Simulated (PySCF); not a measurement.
## EPR calculation, with input and output: CH6NOSSi3

- system: CH6NOSSi3, multiplicity 2, SMILES N#C[SiH2]S[SiH]O[SiH3]
- method: UKS B3LYP, pcH-1 on C H N O S Si, non-relativistic, mean-field spin-orbit, GIAO (PySCF 2.14.0)

It belongs to a series of runs on one base structure; here: H removed from Si.

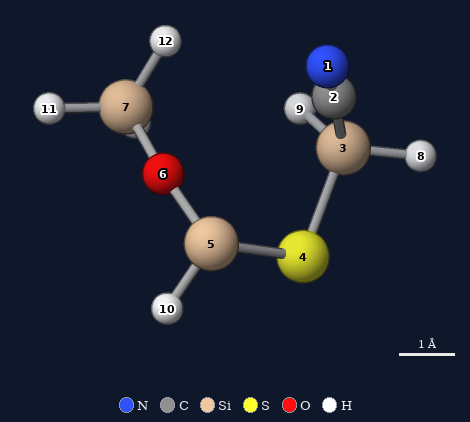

The structure as given in the input (ball-and-stick view, seen on its broad side; atoms are numbered from 1 in the order of the input).

## The input
```
{"job": {"kind": "epr", "basis": "pcH-1"}, "charge": 0, "multiplicity": 2}
N     -1.352353     0.927414    -2.554469
C     -1.623275     0.709343    -1.463227
Si    -2.041716     0.324367     0.314603
S     -1.456089    -1.691439     0.722902
Si     0.367058    -1.976110    -0.431647
O      1.304445    -0.673558    -0.280395
Si     2.006814     0.708239     0.215955
H     -3.486427     0.354212     0.472536
H     -1.296902     1.271401     1.137217
H      1.038863    -3.080949     0.234431
H      3.432251     0.480368     0.015222
H      1.434684     1.763660    -0.614470
H      1.668258     0.883539     1.629870
```

The first line tells a small driver script what to run in PySCF; the rest is the geometry in Å.

Hardware: 1 CPU thread, shared host.

Run as:
```bash
OMP_NUM_THREADS=1 python <driver script> task.json out
```

## Log
```
UKS, coarse grid
  cycle   1  E = -1438.31310343  |g| = 6.84e-01
  cycle   2  E = -1437.78229823  |g| = 1.32e+00
  cycle   3  E = -1438.46427441  |g| = 1.81e-01
  cycle   4  E = -1438.47395824  |g| = 1.13e-01
  cycle   5  E = -1438.47850683  |g| = 4.51e-02
  cycle   6  E = -1438.47935188  |g| = 9.24e-03
  cycle   7  E = -1438.47938772  |g| = 2.49e-03
  cycle   8  E = -1438.47939104  |g| = 5.75e-04
UKS, final grid
  cycle   1  E = -1438.47932711  |g| = 6.68e-04
  cycle   2  E = -1438.47932692  |g| = 9.36e-04
  cycle   3  E = -1438.47932736  |g| = 1.55e-04
  cycle   4  E = -1438.47932737  |g| = 4.05e-05
  cycle   5  E = -1438.47932737  |g| = 3.22e-05
  cycle   6  E = -1438.47932737  |g| = 1.51e-05
E = -1438.47932737 Eh   <S^2> = 0.7517 (exact 0.7500)
g shifts (ppm)      1          2          3
  rmc          -175       -175       -175
  gc             66         16         56
  oz_so        -241        -91       4483
  total        -349       -250       4364
hyperfine (MHz)  atom isotope    a_iso     a_fc   dipolar eigenvalues
    0   14N       0.72       0.72     -0.17     -0.12      0.29
    1   13C       2.99       2.99     -0.75     -0.23      0.98
    2  29Si      -4.38      -4.42     -1.58      0.48      1.10
    3   33S       8.30       8.27    -13.71    -12.95     26.66
    4  29Si    -834.60    -835.42   -135.39     66.89     68.49
    5   17O     -52.75     -52.63    -23.13     10.87     12.26
    6  29Si      -7.83      -7.85     -3.44      1.58      1.86
    7    1H      -1.34      -1.34     -1.18     -0.67      1.85
    8    1H       1.68       1.68     -1.09     -0.70      1.80
    9    1H     183.25     183.24     -6.18     -0.64      6.81
   10    1H       0.19       0.19     -1.17     -1.01      2.18
   11    1H       0.74       0.74     -1.22     -1.07      2.28
   12    1H       6.56       6.56     -1.22     -0.78      2.00
```

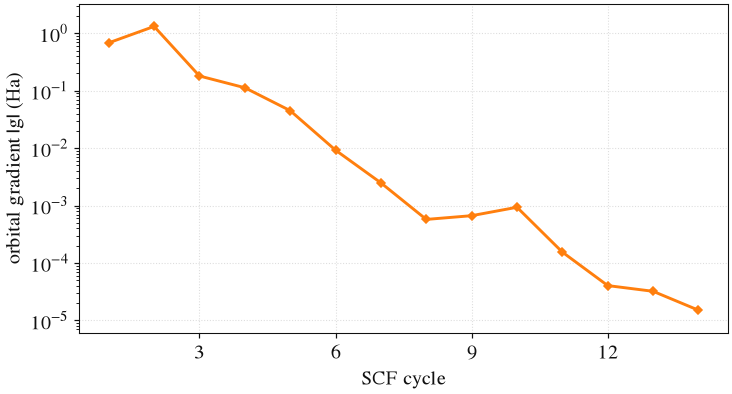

Convergence of the self-consistent field: orbital gradient |g| against the SCF cycle. All cycles printed in the log are drawn one after another.

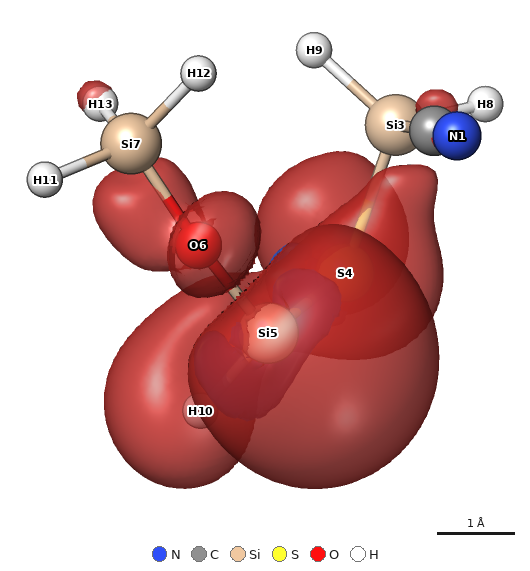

Isosurfaces of the spin density at +0.004 (red) and −0.004 e/Å³ (blue), seen at a tilt. The unpaired spin (1 electron) lies mostly on Si5 (about 0.7), S4 (about 0.1) and H10 (about 0.1), in electrons by Hirshfeld's partition.

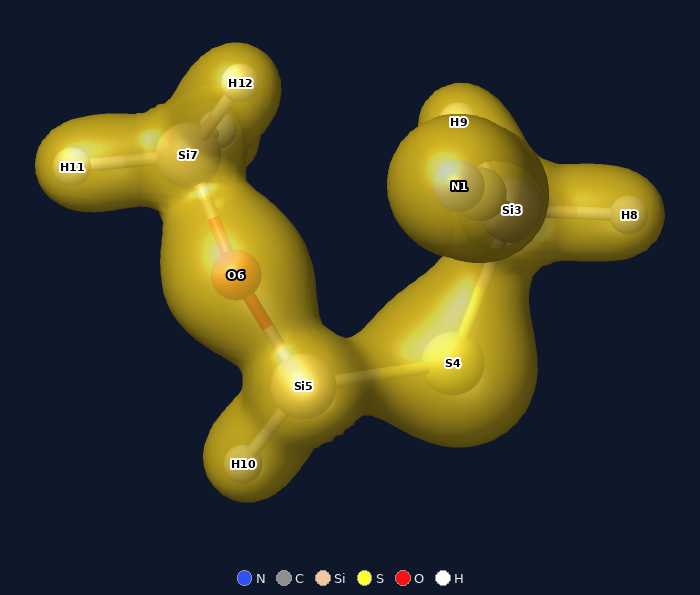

Isosurface of the total electron density at 0.4 e/Å³ (yellow), seen at a tilt. At this value the surface is in one piece. On the grid the lowest density along these lines, outside the cores, is 3.4 e/Å³ (C–N, 1.15 Å), 0.97 e/Å³ (Si–O, 1.61 Å), 0.77 e/Å³ (C–Si, 1.87 Å) and 0.66 e/Å³ (Si–S, 2.14 Å).

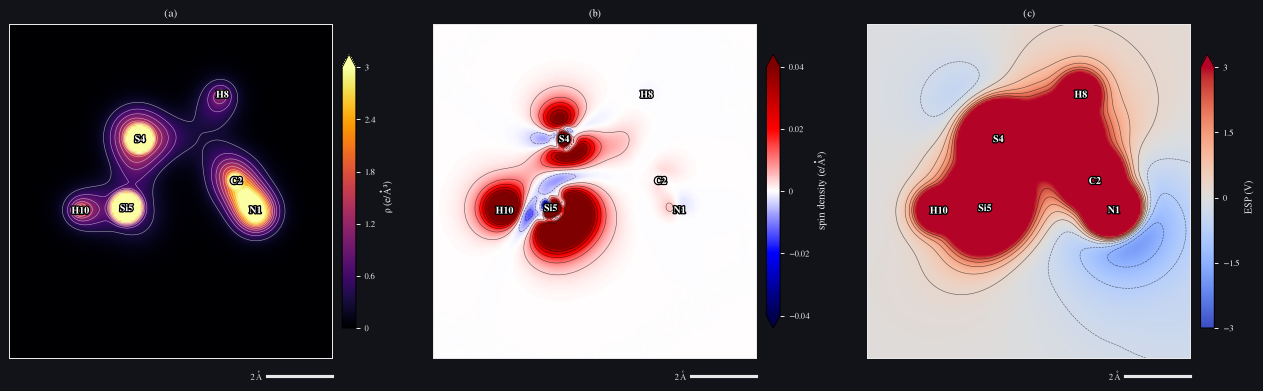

(a) electron density; (b) spin density; (c) molecular electrostatic potential on the plane of atoms S4, Si5 and H10. The section cuts through N, C, S, Si and H sites. C–N (1.15 Å): ρ at the midpoint is about 3.8 e/Å³. Si–H (1.45 Å): ρ is about 0.84 e/Å³ halfway. The unpaired spin (1 electron) lies mostly on Si5 (about 0.7), S4 (about 0.1) and H10 (about 0.1), in electrons by Hirshfeld's partition.

## Results in brief

| quantity | value |
| --- | --- |
| outcome | converged |
| total energy | −1438.479327 hartree |
| ⟨S²⟩ | 0.752 |
| isotropic g | 2.0036 |
| wall time | 1.9 min |
| peak memory | 0.97 GiB |
